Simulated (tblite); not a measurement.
# Run report: C5H12BGaO, frequency calculation

C5H12BGaO, SMILES C=[C]([GaH2])OCB(C)C, computed with GFN2-xTB harmonic vibrations, gas phase (tblite 0.8.0).

It belongs to a series of runs on one base structure; here: H on C replaced by BMe2.

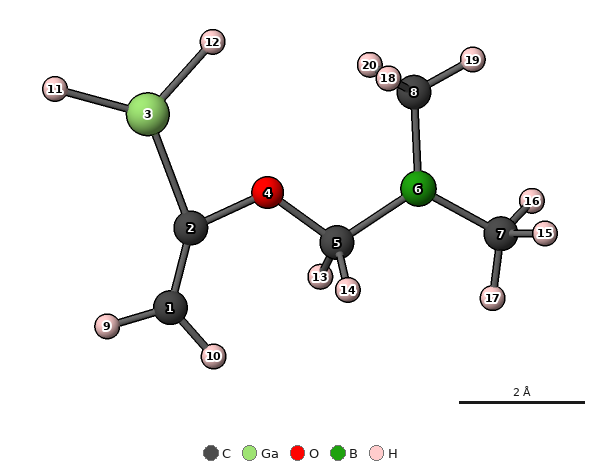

**Figure 1.** The structure as given in the input (ball-and-stick view, seen at a tilt; atoms are numbered from 1 in the order of the input). Sticks mark near contacts.

## Input file
```
{"job": {"kind": "ir", "xc": "GFN2-xTB", "basis": "xTB"}, "charge": 0, "multiplicity": 1}
C      2.491488     0.098599    -1.948248
C      2.113938    -0.460901    -0.808046
Ga     2.683328    -1.666843     0.677009
O      0.902782    -0.328837    -0.168238
C     -0.134704     0.472222    -0.734849
B     -1.456277     0.448098     0.146014
C     -2.705805     1.275472    -0.333488
C     -1.463492    -0.392379     1.468758
H      3.477696    -0.101071    -2.333900
H      1.869460     0.758924    -2.535697
H      4.094879    -2.398644     0.848733
H      1.625040    -1.918197     1.800174
H     -0.340848     0.111323    -1.753059
H      0.234203     1.502688    -0.846063
H     -2.843900     2.135341     0.321923
H     -3.625129     0.698430    -0.255206
H     -2.630947     1.654389    -1.349746
H     -0.615593    -0.121311     2.098477
H     -2.371119    -0.310107     2.060370
H     -1.310149    -1.446518     1.232350
```

The first line tells a small driver script what to run in tblite; the rest is the geometry in Å.

Launch command:
```bash
OMP_NUM_THREADS=1 python <driver script> task.json out
```

## The program's output
```
mode    cm-1     km/mol
  1      26.3      0.13
  2      48.6      0.32
  3      65.4      0.59
  4      71.8      0.65
  5      72.6      0.22
  6     100.7      3.77
  7     153.5      2.88
  8     163.9      4.68
  9     220.7      1.54
 10     278.7      6.10
 11     306.0     12.61
 12     312.2      1.83
 13     338.8     17.59
 14     398.6      3.51
 15     443.1    169.63
 16     449.1    101.58
 17     605.3      0.43
 18     667.4      2.00
 19     704.0      1.56
 20     713.5     11.95
 21     721.9    176.14
 22     727.9    164.43
 23     822.6     36.43
 24     865.0      1.43
 25     869.6      2.51
 26     896.5    172.37
 27     936.2     36.99
 28    1009.9     34.46
 29    1104.6    181.71
 30    1139.6    127.92
 31    1177.1     72.06
 32    1179.2     91.30
 33    1289.6     31.94
 34    1377.1     54.13
 35    1385.7     22.31
 36    1391.4      1.50
 37    1445.3     10.63
 38    1466.3      2.06
 39    1475.0     26.08
 40    1482.5      1.28
 41    1491.7      1.06
 42    1511.2    527.24
 43    1645.6    534.93
 44    1669.4    132.70
 45    2859.0     35.46
 46    2888.9     28.76
 47    2986.2     13.67
 48    3004.7     21.44
 49    3007.9     19.05
 50    3029.5     17.35
 51    3039.7     28.90
 52    3045.9     54.38
 53    3049.9     54.12
 54    3101.6     24.78
```

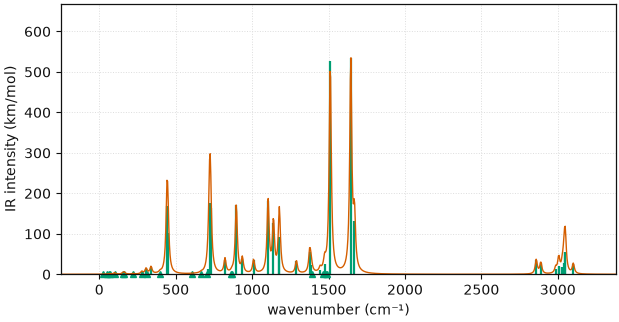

**Figure 2.** Harmonic infrared spectrum, unscaled: sticks (degenerate modes added up, dark ones marked on the axis) with a Lorentzian envelope of 16 cm⁻¹ full width, scaled to the tallest stick. 54 modes from 26 to 3102 cm⁻¹, none imaginary. The strongest line is at 1646 cm⁻¹ (535 km/mol).

## Key numbers

| quantity | value |
| --- | --- |
| outcome | converged |
| total energy | −632.5279 eV |
| zero-point energy | 93.2570 kcal/mol |
| hardware | 1 CPU thread, shared host |
| wall time | 1.3 s |
| peak memory | 0.18 GiB |
